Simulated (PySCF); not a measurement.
# IrF₄: quartet, from a see-saw start

The task is one start of a wider search on IrF₄: the quartet, from a see-saw start. It is relaxed, tested by its Hessian and followed downhill if it is a saddle.

Program: PySCF 2.14.0. Level of theory: PBE0, basis Ir def2-SVP with ECP60, F def2-SVP, scalar-relativistic core potentials, no spin–orbit coupling, density fitting. These are calculated values, not measurements.

## 1. Where the work starts

5 atoms, charge 0, spin multiplicity 4.

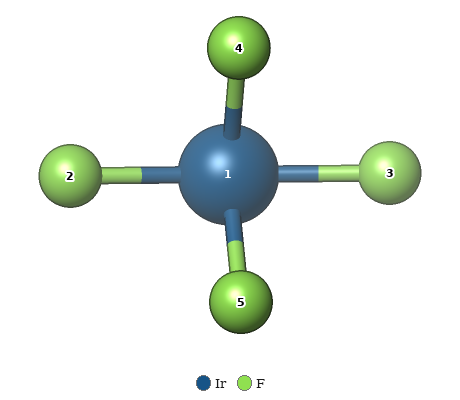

Start geometry, drawn with iridium blue, fluorine green; atoms are numbered from 1 in the order of the file.

Coordinates in bohr (charge 0 multiplicity 4):
```
Ir    0.0000    0.0000   -0.3490
F     0.0000    3.5015   -0.0427
F     0.0000   -3.5015   -0.0427
F     2.7698    0.0000    1.8149
F    -2.7698    0.0000    1.8149
```

## 2. Relaxing the quartet from the see-saw start

One driver script runs all steps and calls PySCF; scf.py shows how it sets up the SCF of each step. The optimiser is the driver's own. Before each start the driver seeks the lowest SCF state from one or more starting densities and follows internal instabilities, so scf.py alone need not reach the same state.

The program finds C2v symmetry in the start, which this walk keeps. The walk stops when the largest gradient is under 0.0003 Eh/bohr and the energy has settled too.

Input file scf.py:

```python
from pyscf import gto, scf, dft
mol = gto.M(atom='''
Ir     0.000000     0.000000    -0.184675
F      0.000000     1.852900    -0.022575
F     -0.000000    -1.852900    -0.022575
F      1.465700    -0.000000     0.960425
F     -1.465700     0.000000     0.960425''',
    basis={'Ir': 'def2-SVP', 'F': 'def2-SVP'},
    ecp={'Ir': 'def2-SVP'},
    charge=0, spin=3)
mf = dft.UKS(mol, xc='PBE0')
mf.grids.atom_grid = (50, 194)
aux = {'Ir': 'def2-universal-JKFIT', 'F': 'def2-universal-JKFIT'}
mf = mf.density_fit(auxbasis=aux)
mf.kernel()
```

After this run come: Hessian and properties.

What does the calculation give? Wanted: minimum; geometry; wavenumbers; dipole moment; highest occupied, lowest empty level; polar-tensor charge of Ir1; zero-point energy; atomisation energy; ⟨S²⟩.

As calculated:

| quantity | value |
| --- | --- |
| minimum | quartet, D4h |
| geometry | Ir–F 1.838 Å (×4); F–Ir–F 90.0° (×4), F–Ir–F 180.0° (×2) |
| wavenumbers (cm⁻¹) | 129 (b2u), 199 (a2u), 247 (eu), 267 (b2g), 682 (b1g), 729 (a1g), 743 (eu) |
| dipole moment | 0.00 D |
| highest occupied, lowest empty level (either spin) | -10.07, -5.86 eV |
| polar-tensor charge of Ir1 | +2.15 e |
| zero-point energy | 23.8 kJ/mol |
| entropy at 298.15 K | 332.3 J/(mol K) |
| atomisation energy (no zero-point energy) | 1533 kJ/mol |
| ⟨S²⟩ | 3.759 |

**Reading.** From C2v at the start the molecule goes to a D4h minimum. In the infrared the band at 743 cm⁻¹ (eu, stretch) leads. Ir1 has a polar-tensor charge of +2.2 e (a dipole derivative, not a static charge), yet symmetry cancels the bond dipoles. Most of the spin sits on Ir1 (Mulliken spin 2.16, against 3 for the whole molecule). Other starts or spin states, not run here, may lie lower. One determinant may miss the lowest occupation of an open d or f shell. With an element this heavy the missing spin–orbit coupling can shift these numbers.
